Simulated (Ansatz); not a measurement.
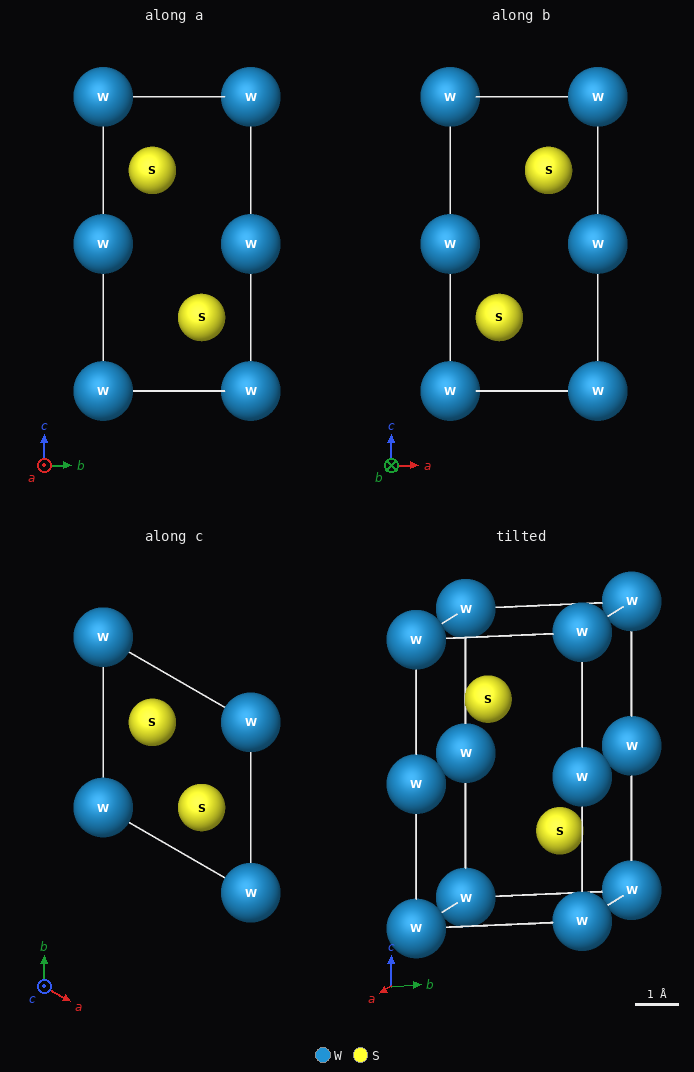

The structure above is drawn in spheres-only style and viewed along the a axis, along the b axis, along the c axis and slightly off an axis. The wireframe shows the conventional unit cell.

Lattice parameters: a = 4.051 Å, b = 4.051 Å, c = 6.993 Å, α = 90.00°, β = 90.00°, γ = 120.00°. Put a along x and b in the xy plane.

**Give the structure in the form of a POSCAR file.**

```
W S
1.0
     4.051    0.000    0.000
    -2.025    3.508    0.000
     0.000    0.000    6.993
W S
2 2
Direct
  0.0000 0.0000 0.0000
  0.0000 0.0000 0.5000
  0.3333 0.6667 0.2500
  0.6667 0.3333 0.7500
```

Starting structure: a structure type filled with these elements by a generator (whether the compound takes this form wasn't checked). Earlier steps of the study, as a rule a relaxation of our own, may have changed the cell and positions, so they can lie some per cent off the listed ones. It was set up as input for a calculation with Ansatz.
